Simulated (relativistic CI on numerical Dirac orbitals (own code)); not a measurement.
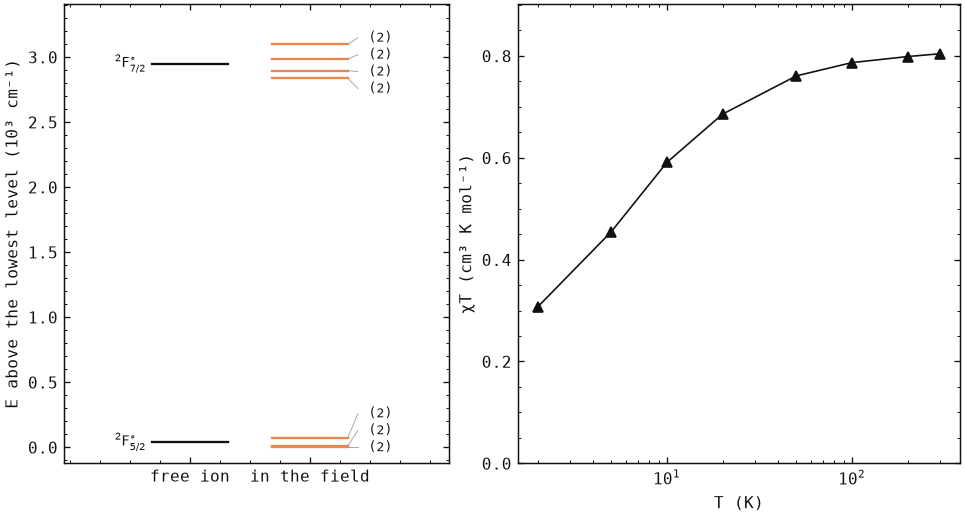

Levels and susceptibility of an f-shell ion of charge +4 in a field of D3h symmetry with B20 = −170, B40 = 180, B60 = −640, B66 = 740 cm⁻¹ (Wybourne parameters). Labels give the double-group representation and, in brackets, the degeneracy; the lowest 7 of 7 levels are drawn. Level of the calculation: Dirac CI, KLI exchange-only orbitals, Breit term, model QED, valence Slater integrals scaled by 0.85 (radial Dirac CI code). One open-shell configuration in a parametric field without covalency; powder susceptibility by Van Vleck's formula.

Which ion is it? Describe its ground state.

Pr⁴⁺, 4f. The free ion's lowest level is ²F°₅/₂. The ground level is a Kramers doublet, with total spin S = 0.50 and J = 2.50 (from expectation values); its principal g values, for an effective spin of 1/2, are 0.00, 0.00 and 2.53. The next level lies at 10 cm⁻¹. The field lowers the ground state by 37 cm⁻¹ against the free ion. χT is 0.307 cm³ K mol⁻¹ at 2 K, 0.761 at 50 K and 0.804 at 300 K, an effective moment of 2.54 μB at room temperature.
